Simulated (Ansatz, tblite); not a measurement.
# The cluster TaTe₂: a ladder of methods and basis sets, part 2 of 2

Aim: run the doublet of the cluster TaTe₂ at one geometry on many levels, and compare frontier levels, spin and run time.

Ansatz 0.2.0, Gaussian basis; as each input shows. Earlier steps stand in the parts before.

### 15 PBE-D4/def2-SVP

File in.yaml:

```yaml
crystal:
  periodic: [false, false, false]
  atoms:
    - {symbol: Ta, position_ang: [1.404601, -0.605725, 0.123395]}
    - {symbol: Te, position_ang: [-0.621549, 0.211973, -1.426461]}
    - {symbol: Te, position_ang: [-0.783052, 0.393752, 1.303056]}
basis:
  gaussian: {orbitals: def2-SVP, initial_orbitals: start.molden}
magnetization: {spin_polarized: true, initial_magnetization: 1}
hamiltonian: {xc: pbe, dispersion: d4}
scf: {omitted_lower_state_checks: [starts]}
output: {orbitals: {seedname: orbitals}}
```

Command:

```
$ ansatz run in.yaml --threads 4 --pin off --events-out ev --progress --plain --max-ram 3916MiB
```

Log:

```text
Functional definition: PBE
  name "PBE"
  cite "Perdew, Burke & Ernzerhof, Phys. Rev. Lett. 77, 3865 (1996) doi:10.1103/PhysRevLett.77.3865"
  parent pbe
  parameter kappa = 0.804
  parameter beta = 0.06672455060314922
  exchange = pbe_x(kappa = kappa, mu = beta*pi^2/3)
  correlation = pbe_c(beta = beta)
these checks for a lower state are left out or cut short: starts
944 factors; their error is unknown
mean field evaluation 1: about -16136.6104 eV, gradient 3.3e1 eV
mean field evaluation 2: about -16136.9642 eV, gradient 9.3e-1 eV
mean field evaluation 4: about -16136.9704 eV, gradient 1.4e-1 eV
mean field evaluation 8: about -16136.9709 eV, gradient 5.0e-5 eV
mean field -16136.97090429 eV, -593.0227427008 hartree, gradient 4.3e-6 eV, S^2 1.421423; 0 other end points of the search recorded, 0 dependent functions left out
reference -16136.97093558 eV, -593.0227438509 hartree; 31, 30 occupied and 53, 54 virtual orbitals, 944 factors
Total energy: -16137.13700706 eV, -593.0288468652 hartree
Checks for a lower state left out: starts
```

Run time: 1.9 s. Hardware: 4 threads of Arm Neoverse V2, shared host.

HOMO -4.22 eV, LUMO -3.62 eV (over both spins); ⟨S²⟩ 1.421 (pure: 0.75). Doubts: spin contamination.

### 16 PBE0-D4/def2-SVP

in.yaml, as its differences from that of step 15:

```diff
@@ -9,3 +9,3 @@
 magnetization: {spin_polarized: true, initial_magnetization: 1}
-hamiltonian: {xc: pbe, dispersion: d4}
+hamiltonian: {xc: pbe0, dispersion: d4}
 scf: {omitted_lower_state_checks: [starts]}
```

The command is unchanged.

Log:

```text
Functional definition: PBE0
  name "PBE0"
  cite "Adamo & Barone, J. Chem. Phys. 110, 6158 (1999) doi:10.1063/1.478522"
  cite "Perdew, Burke & Ernzerhof, Phys. Rev. Lett. 77, 3865 (1996) doi:10.1103/PhysRevLett.77.3865"
  parent pbe
  parameter a = 0.25
  parameter kappa = 0.804
  parameter beta = 0.06672455060314922
  exchange = (1 - a)*pbe_x(kappa = kappa, mu = beta*pi^2/3) + a*exact_x
  correlation = pbe_c(beta = beta)
these checks for a lower state are left out or cut short: starts
983 factors; integrals over basis functions are off by at most 2.8e-4 eV
mean field evaluation 1: about -16136.1997 eV, gradient 3.2e1 eV
mean field evaluation 2: about -16136.4265 eV, gradient 6.2e-1 eV
mean field evaluation 4: about -16136.5326 eV, gradient 1.6e-2 eV
mean field evaluation 8: about -16136.5326 eV, gradient 2.5e-5 eV
mean field -16136.53259668 eV, -593.0066351934 hartree, gradient 6.3e-6 eV, S^2 1.548397; 0 other end points of the search recorded, 0 dependent functions left out
reference -16136.53262036 eV, -593.0066360637 hartree; 31, 30 occupied and 53, 54 virtual orbitals, 983 factors
Total energy: -16136.67379926 eV, -593.0118242923 hartree
Checks for a lower state left out: starts
```

Wall time 3.7 s (4 threads of Arm Neoverse V2, shared host).

Report: HOMO -5.29 eV, LUMO -2.92 eV (over both spins); ⟨S²⟩ 1.548 (pure: 0.75). Doubts: spin contamination.

### 17 PBE0-D4/def2-TZVPD

in.yaml, as its differences from that of step 16:

```diff
@@ -7,3 +7,3 @@
 basis:
-  gaussian: {orbitals: def2-SVP, initial_orbitals: start.molden}
+  gaussian: {orbitals: def2-TZVPD, initial_orbitals: start.molden}
 magnetization: {spin_polarized: true, initial_magnetization: 1}
```

Launched as before.

Log:

```text
Functional definition: PBE0
  name "PBE0"
  cite "Adamo & Barone, J. Chem. Phys. 110, 6158 (1999) doi:10.1063/1.478522"
  cite "Perdew, Burke & Ernzerhof, Phys. Rev. Lett. 77, 3865 (1996) doi:10.1103/PhysRevLett.77.3865"
  parent pbe
  parameter a = 0.25
  parameter kappa = 0.804
  parameter beta = 0.06672455060314922
  exchange = (1 - a)*pbe_x(kappa = kappa, mu = beta*pi^2/3) + a*exact_x
  correlation = pbe_c(beta = beta)
these checks for a lower state are left out or cut short: starts
1389 factors; their error is unknown
mean field evaluation 1: about -16137.1331 eV, gradient 1.3e0 eV
mean field evaluation 2: about -16137.1487 eV, gradient 2.2e-2 eV
mean field evaluation 4: about -16137.4705 eV, gradient 3.6e-4 eV
mean field evaluation 8: about -16137.4705 eV, gradient 2.5e-5 eV
mean field -16137.47050128 eV, -593.0411025518 hartree, gradient 1.3e-5 eV, S^2 1.563104; 0 other end points of the search recorded, 0 dependent functions left out
reference -16137.47053196 eV, -593.0411036792 hartree; 31, 30 occupied and 130, 131 virtual orbitals, 1389 factors
Total energy: -16137.61171085 eV, -593.0462919078 hartree
Checks for a lower state left out: starts
```

Run time: 13 s. Hardware: 4 threads of Arm Neoverse V2, shared host; peak memory 0.84 GiB.

HOMO -5.36 eV, LUMO -2.94 eV (over both spins); ⟨S²⟩ 1.563 (pure: 0.75). Doubts: spin contamination.

### 18 PBE-D4/def2-TZVPD

in.yaml, as its differences from that of step 17:

```diff
@@ -9,3 +9,3 @@
 magnetization: {spin_polarized: true, initial_magnetization: 1}
-hamiltonian: {xc: pbe0, dispersion: d4}
+hamiltonian: {xc: pbe, dispersion: d4}
 scf: {omitted_lower_state_checks: [starts]}
```

Same command.

Log:

```text
Functional definition: PBE
  name "PBE"
  cite "Perdew, Burke & Ernzerhof, Phys. Rev. Lett. 77, 3865 (1996) doi:10.1103/PhysRevLett.77.3865"
  parent pbe
  parameter kappa = 0.804
  parameter beta = 0.06672455060314922
  exchange = pbe_x(kappa = kappa, mu = beta*pi^2/3)
  correlation = pbe_c(beta = beta)
these checks for a lower state are left out or cut short: starts
1264 factors; their error is unknown
mean field evaluation 1: about -16137.7529 eV, gradient 5.0e0 eV
mean field evaluation 2: about -16137.8876 eV, gradient 2.2e-1 eV
mean field evaluation 4: about -16137.8803 eV, gradient 8.1e-2 eV
mean field evaluation 8: about -16137.8803 eV, gradient 3.3e-5 eV
mean field -16137.88031309 eV, -593.0561628580 hartree, gradient 1.3e-5 eV, S^2 1.443343; 0 other end points of the search recorded, 0 dependent functions left out
reference -16137.88035379 eV, -593.0561643535 hartree; 31, 30 occupied and 130, 131 virtual orbitals, 1264 factors
Total energy: -16138.04642527 eV, -593.0622673678 hartree
Checks for a lower state left out: starts
```

It took 4.2 s on 4 threads of Arm Neoverse V2, shared host.

From the report: HOMO -4.27 eV, LUMO -3.65 eV (over both spins); ⟨S²⟩ 1.443 (pure: 0.75). Doubts: spin contamination.

### 19 r2SCAN-D4/def2-TZVPD

in.yaml, as its differences from that of step 18:

```diff
@@ -9,3 +9,3 @@
 magnetization: {spin_polarized: true, initial_magnetization: 1}
-hamiltonian: {xc: pbe, dispersion: d4}
+hamiltonian: {xc: r2scan, dispersion: d4}
 scf: {omitted_lower_state_checks: [starts]}
```

The command is unchanged.

Log:

```text
Functional definition: r2SCAN
  name "r2SCAN"
  cite "Furness, Kaplan, Ning, Perdew & Sun, J. Phys. Chem. Lett. 11, 8208 (2020) doi:10.1021/acs.jpclett.0c02405"
  cite "Furness, Kaplan, Ning, Perdew & Sun, J. Phys. Chem. Lett. 11, 9248 (2020) doi:10.1021/acs.jpclett.0c03077"
  parent r2scan
  parameter k0 = 0.174
  parameter k1 = 0.065
  parameter a1 = 4.9479
  exchange = r2scan_x(k0 = k0, k1 = k1, a1 = a1)
  correlation = r2scan_c
these checks for a lower state are left out or cut short: starts
1264 factors; their error is unknown
mean field evaluation 1: about -16143.7021 eV, gradient 4.3e0 eV
mean field evaluation 2: about -16143.7776 eV, gradient 1.2e-1 eV
mean field evaluation 4: about -16143.7632 eV, gradient 6.1e-3 eV
mean field evaluation 8: about -16143.7632 eV, gradient 6.8e-5 eV
mean field -16143.76322721 eV, -593.2723559641 hartree, gradient 1.5e-5 eV, S^2 1.632736; 0 other end points of the search recorded, 0 dependent functions left out
reference -16143.76324890 eV, -593.2723567614 hartree; 31, 30 occupied and 130, 131 virtual orbitals, 1264 factors
Total energy: -16143.78977770 eV, -593.2733316766 hartree
Checks for a lower state left out: starts
```

It took 22 s on 4 threads of Arm Neoverse V2, shared host.

From the report: HOMO -4.63 eV, LUMO -3.51 eV (over both spins); ⟨S²⟩ 1.633 (pure: 0.75). Doubts: spin contamination.

### 20 CCSD(T)/def2-SVP

File in.yaml:

```yaml
crystal:
  periodic: [false, false, false]
  atoms:
    - {symbol: Ta, position_ang: [1.404601, -0.605725, 0.123395]}
    - {symbol: Te, position_ang: [-0.621549, 0.211973, -1.426461]}
    - {symbol: Te, position_ang: [-0.783052, 0.393752, 1.303056]}
basis:
  gaussian: {orbitals: def2-SVP, initial_orbitals: start.molden}
magnetization: {spin_polarized: true, initial_magnetization: 1}
correlation: {method: ccsd_t}
scf: {omitted_lower_state_checks: [starts, cluster_reference]}
output: {orbitals: {seedname: orbitals}}
```

Launched as before.

Log:

```text
Functional definition: HF
  name "HF"
  cite "Fock, Z. Phys. 61, 126 (1930) doi:10.1007/BF01340294"
  parent pbe
  exchange = exact_x
  correlation = 0
these checks for a lower state are left out or cut short: starts, cluster_reference
983 factors; integrals over basis functions are off by at most 2.8e-4 eV
mean field evaluation 1: about -16062.6720 eV, gradient 3.2e1 eV
mean field evaluation 2: about -16063.5237 eV, gradient 1.8e0 eV
mean field evaluation 4: about -16064.0216 eV, gradient 1.2e0 eV
mean field evaluation 8: about -16064.0428 eV, gradient 5.6e-2 eV
mean field evaluation 16: about -16064.0434 eV, gradient 9.8e-4 eV
mean field -16064.04338892 eV, -590.3427059429 hartree, gradient 4.1e-8 eV, S^2 1.728019; 0 other end points of the search recorded, 0 dependent functions left out
8 core orbitals not correlated: weight in the atoms' cores, before any rotation towards them, 1.000 or more for the frozen orbitals, at most 0.000 for the correlated occupied ones
reference -16064.04338892 eV, -590.3427059429 hartree; 23, 22 occupied and 53, 54 virtual orbitals, 983 factors
second order -12.09822343 eV of doubles, -0.00000000 eV of singles
cycle   1  -11.67455590 eV  change    4.2e-1 eV  update   2.1e-1
cycle   2  -12.20534992 eV  change   -5.3e-1 eV  update   9.6e-2
cycle   3  -12.43759398 eV  change   -2.3e-1 eV  update   7.0e-2
cycle   4  -12.47903895 eV  change   -4.1e-2 eV  update   3.6e-2
cycle   5  -12.49345550 eV  change   -1.4e-2 eV  update   2.2e-2
cycle   6  -12.51253480 eV  change   -1.9e-2 eV  update   1.4e-2
cycle   7  -12.52767317 eV  change   -1.5e-2 eV  update   9.7e-3
cycle   8  -12.53185873 eV  change   -4.2e-3 eV  update   6.8e-3
cycle   9  -12.53495802 eV  change   -3.1e-3 eV  update   5.1e-3
cycle  10  -12.53456591 eV  change    3.9e-4 eV  update   3.7e-3
cycle  11  -12.53655612 eV  change   -2.0e-3 eV  update   2.6e-3
cycle  12  -12.53911130 eV  change   -2.6e-3 eV  update   1.9e-3
cycle  13  -12.53936013 eV  change   -2.5e-4 eV  update   1.4e-3
cycle  14  -12.53932492 eV  change    3.5e-5 eV  update   9.6e-4
cycle  15  -12.53872942 eV  change    6.0e-4 eV  update   6.4e-4
cycle  16  -12.53881801 eV  change   -8.9e-5 eV  update   4.6e-4
cycle  17  -12.53895556 eV  change   -1.4e-4 eV  update   3.6e-4
cycle  18  -12.53908342 eV  change   -1.3e-4 eV  update   2.9e-4
cycle  19  -12.53911280 eV  change   -2.9e-5 eV  update   2.4e-4
cycle  20  -12.53899934 eV  change    1.1e-4 eV  update   1.7e-4
cycle  21  -12.53894207 eV  change    5.7e-5 eV  update   1.2e-4
cycle  22  -12.53892840 eV  change    1.4e-5 eV  update   8.7e-5
cycle  23  -12.53890676 eV  change    2.2e-5 eV  update   6.5e-5
cycle  24  -12.53892118 eV  change   -1.4e-5 eV  update   5.0e-5
cycle  25  -12.53891129 eV  change    9.9e-6 eV  update   4.1e-5
perturbative correction -0.75789972 eV, -0.0278523009 hartree
WARN: the results are in doubt because among natural orbitals the method converges to other amplitudes
Total energy: -16077.34019992 eV, -590.8313547345 hartree
In doubt: among natural orbitals the method converges to other amplitudes
Checks for a lower state left out: starts, cluster_reference
```

Run time: 30 s. Hardware: 4 threads of Arm Neoverse V2, shared host; peak memory 0.79 GiB.

From the report: Hartree-Fock HOMO -7.41 eV, LUMO -0.34 eV (over both spins); ⟨S²⟩ 1.728 (pure: 0.75); T1 0.048. Doubts: state flagged by the program, spin contamination.

### 21 MP2/def2-TZVP

File in.yaml:

```yaml
crystal:
  periodic: [false, false, false]
  atoms:
    - {symbol: Ta, position_ang: [1.404601, -0.605725, 0.123395]}
    - {symbol: Te, position_ang: [-0.621549, 0.211973, -1.426461]}
    - {symbol: Te, position_ang: [-0.783052, 0.393752, 1.303056]}
basis:
  gaussian: {orbitals: def2-TZVP, initial_orbitals: start.molden}
magnetization: {spin_polarized: true, initial_magnetization: 1}
correlation: {method: mp2}
scf: {omitted_lower_state_checks: [starts]}
output: {orbitals: {seedname: orbitals}}
```

The command is unchanged.

Log:

```text
Functional definition: HF
  name "HF"
  cite "Fock, Z. Phys. 61, 126 (1930) doi:10.1007/BF01340294"
  parent pbe
  exchange = exact_x
  correlation = 0
these checks for a lower state are left out or cut short: starts
1335 factors; integrals over basis functions are off by at most 4.4e-4 eV
mean field evaluation 1: about -16064.1244 eV, gradient 1.2e1 eV
mean field evaluation 2: about -16065.0571 eV, gradient 1.3e0 eV
mean field evaluation 4: about -16065.1244 eV, gradient 1.8e-1 eV
mean field evaluation 8: about -16065.1583 eV, gradient 6.7e-2 eV
mean field evaluation 16: about -16065.1593 eV, gradient 1.1e-2 eV
mean field evaluation 32: about -16065.1593 eV, gradient 3.2e-9 eV
mean field -16065.15928593 eV, -590.3837144020 hartree, gradient 7.0e-9 eV, S^2 1.772188; 0 other end points of the search recorded, 0 dependent functions left out
8 core orbitals not correlated: weight in the atoms' cores, before any rotation towards them, 1.000 or more for the frozen orbitals, at most 0.000 for the correlated occupied ones
reference -16065.15928593 eV, -590.3837144020 hartree; 23, 22 occupied and 109, 110 virtual orbitals, 1335 factors
second order -32.34418438 eV of doubles, -0.00000000 eV of singles
Total energy: -16097.50347031 eV, -591.5723412541 hartree
Checks for a lower state left out: starts
```

Wall time 12 s (4 threads of Arm Neoverse V2, shared host).

From the report: Hartree-Fock HOMO -7.00 eV, LUMO -0.06 eV (over both spins); ⟨S²⟩ 1.772 (pure: 0.75). Doubts: spin contamination.

### 22 RPA/def2-TZVP

in.yaml, as its differences from that of step 21:

```diff
@@ -9,4 +9,4 @@
 magnetization: {spin_polarized: true, initial_magnetization: 1}
-correlation: {method: mp2}
+hamiltonian: {xc: pbe}
+correlation: {method: rpa}
 scf: {omitted_lower_state_checks: [starts]}
-output: {orbitals: {seedname: orbitals}}
```

Same command.

Log:

```text
Functional definition: PBE
  name "PBE"
  cite "Perdew, Burke & Ernzerhof, Phys. Rev. Lett. 77, 3865 (1996) doi:10.1103/PhysRevLett.77.3865"
  parent pbe
  parameter kappa = 0.804
  parameter beta = 0.06672455060314922
  exchange = pbe_x(kappa = kappa, mu = beta*pi^2/3)
  correlation = pbe_c(beta = beta)
these checks for a lower state are left out or cut short: starts
1335 factors; integrals over basis functions are off by at most 4.4e-4 eV
mean field evaluation 1: about -16137.7497 eV, gradient 4.8e0 eV
mean field evaluation 2: about -16137.8672 eV, gradient 2.0e-1 eV
mean field evaluation 4: about -16137.8642 eV, gradient 1.6e-2 eV
mean field evaluation 8: about -16137.8643 eV, gradient 2.5e-6 eV
mean field -16137.86425087 eV, -593.0555725823 hartree, gradient 3.5e-6 eV, S^2 1.441616; 0 other end points of the search recorded, 0 dependent functions left out
8 core orbitals not correlated: weight in the atoms' cores, before any rotation towards them, 1.000 or more for the frozen orbitals, at most 0.000 for the correlated occupied ones
reference -16063.31436700 eV, -590.3159148817 hartree; 23, 22 occupied and 109, 110 virtual orbitals, 1335 factors
Total energy: -16106.39249276 eV, -591.8990068039 hartree
Checks for a lower state left out: starts
```

Run time: 6 s. Hardware: 4 threads of Arm Neoverse V2, shared host.

⟨S²⟩ 1.442 (pure: 0.75). Doubts: spin contamination.

### 23 Levels side by side

| level | functions | HOMO (eV) | LUMO (eV) | gap (eV) | ⟨S²⟩ | time |
| --- | --- | --- | --- | --- | --- | --- |
| HF/def2-TZVP | 140 | -7.00 | -0.06 | 6.93 | 1.772 | 7.5 s |
| PBE-D4/def2-SVP | 84 | -4.22 | -3.62 | 0.59 | 1.421 | 1.9 s |
| PBE-D4/def2-TZVP | 140 | -4.25 | -3.63 | 0.62 | 1.442 | 3 s |
| PBE-D4/def2-TZVPD | 161 | -4.27 | -3.65 | 0.61 | 1.443 | 4.2 s |
| r2SCAN-D4/def2-TZVP | 140 | -4.63 | -3.50 | 1.13 | 1.633 | 18 s |
| r2SCAN-D4/def2-TZVPD | 161 | -4.63 | -3.51 | 1.12 | 1.633 | 22 s |
| PBE0-D4/def2-SVP | 84 | -5.29 | -2.92 | 2.37 | 1.548 | 3.7 s |
| PBE0-D4/def2-TZVP | 140 | -5.35 | -2.91 | 2.44 | 1.563 | 9.5 s |
| PBE0-D4/def2-TZVPD | 161 | -5.36 | -2.94 | 2.42 | 1.563 | 13 s |
| r2SCAN0-D4/def2-TZVP | 140 | -5.61 | -2.84 | 2.77 | 1.656 | 23 s |
| BHLYP-D4/def2-TZVP | 140 | -6.21 | -2.04 | 4.17 | 1.566 | 13 s |
| ωB97X-V/def2-TZVP | 140 | -7.50 | -1.01 | 6.49 | 1.454 | 44 s |
| LC-ωPBE(0.10)/def2-TZVP | 140 | -5.72 | -2.28 | 3.44 | 1.436 | 12 s |
| LC-ωPBE(0.15)/def2-TZVP | 140 | -6.33 | -1.81 | 4.52 | 1.476 | 8.5 s |
| LC-ωPBE(0.20)/def2-TZVP | 140 | -6.82 | -1.49 | 5.32 | 1.522 | 9 s |
| LC-ωPBE(0.30)/def2-TZVP | 140 | -7.54 | -1.12 | 6.42 | 1.593 | 9.5 s |

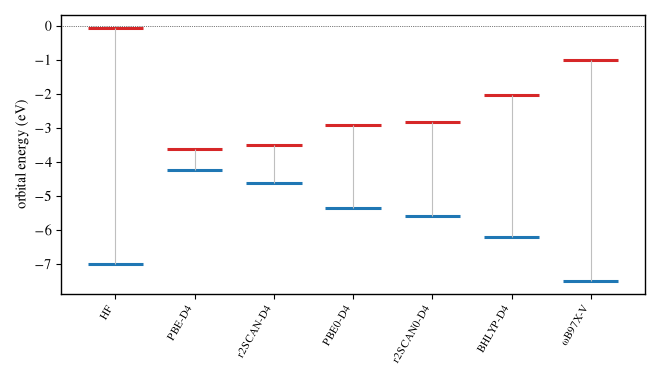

Highest filled (blue) and lowest empty (red) level in def2-TZVP, over both spins.

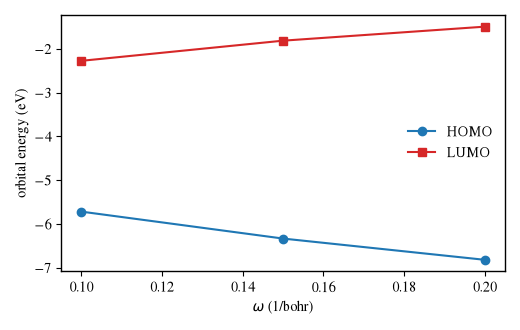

Frontier levels against the ω (1/bohr), in def2-TZVP.

The pieces so far (eV):

| basis | HF | MP2 correlation | CCSD correlation | (T) | total |
| --- | --- | --- | --- | --- | --- |
| def2-SVP | -16064.0434 | -12.0982 | -12.5389 | -0.7579 | -16077.3402 |
| def2-TZVP | -16065.1593 | -32.3442 |  |  | -16097.5035 (MP2) |

The correlation energy is far from converged in these sets, so it jumps between bases; where outer-core shells are correlated, the sets cover them unevenly.

### 24 Binding energy

Free atoms were run apart at each level; binding is atoms less cluster, divided by the number of atoms, without zero-point or spin-orbit terms.

| level | binding an atom (eV) |
| --- | --- |
| HF/def2-SVP† | 0.574 |
| HF/def2-TZVP† | 0.742 |
| PBE-D4/def2-SVP† | 2.263 |
| PBE-D4/def2-TZVP† | 2.342 |
| PBE-D4/def2-TZVPD† | 2.345 |
| r2SCAN-D4/def2-TZVP† | 2.153 |
| r2SCAN-D4/def2-TZVPD† | 2.156 |
| PBE0-D4/def2-SVP† | 2.016 |
| PBE0-D4/def2-TZVP† | 2.121 |
| PBE0-D4/def2-TZVPD† | 2.125 |
| r2SCAN0-D4/def2-TZVP† | 1.977 |
| BHLYP-D4/def2-TZVP† | 1.781 |
| ωB97X-V/def2-TZVP† | 1.985 |
| B2PLYP/def2-TZVP† | 1.978 |
| RPA/def2-TZVP† | 1.796 |
| MP2/def2-SVP† | 1.673 |
| MP2/def2-TZVP† | 1.996 |
| CCSD/def2-SVP† | 1.501 |
| CCSD(T)/def2-SVP† | 1.683 |

† marks a level with a doubtful state (flagged, unstable or spin-contaminated).

### 25 Summary of results

The summary covers parts 1 to 2.

| quantity | value |
| --- | --- |
| gap in def2-TZVP, named functionals and Hartree-Fock, smallest and largest | 0.62 eV (PBE-D4), 6.93 eV (HF) |
| gap over the ω (1/bohr) | 3.44 eV at 0.1, 5.32 eV at 0.2 |
| correlation energy, CCSD(T)/def2-SVP | -13.30 eV |
| correlation energy, MP2/def2-TZVP | -32.34 eV |
| binding an atom, functionals in def2-TZVP | 1.78 (BHLYP-D4) to 2.34 eV (PBE-D4) |
| ⟨S²⟩ in def2-TZVP, named functionals and Hartree-Fock, smallest and largest | 1.442, 1.772 |
| PBE0 total energy, smallest basis above largest | 0.94 eV (def2-SVP, def2-TZVPD) |

What this shows: Orbital gaps of the named functionals and Hartree-Fock in def2-TZVP span 0.62 eV (PBE-D4) to 6.93 eV (HF); exact exchange widens it. Raising the ω (1/bohr) from 0.1 to 0.2 moves the HOMO by -1.10 eV and the LUMO by +0.78 eV. Over the named functionals and Hartree-Fock in def2-TZVP spin contamination reaches 1.02 (HF), and every level is far from pure, so all describe a mixture with higher spin. Notes on CCSD(T)/def2-SVP: spin contamination, state flagged by the program.

The slowest run with a step of its own, ωB97X-V/def2-TZVP, took 44 s; the quickest functional in def2-TZVP took 3 s (shared host).
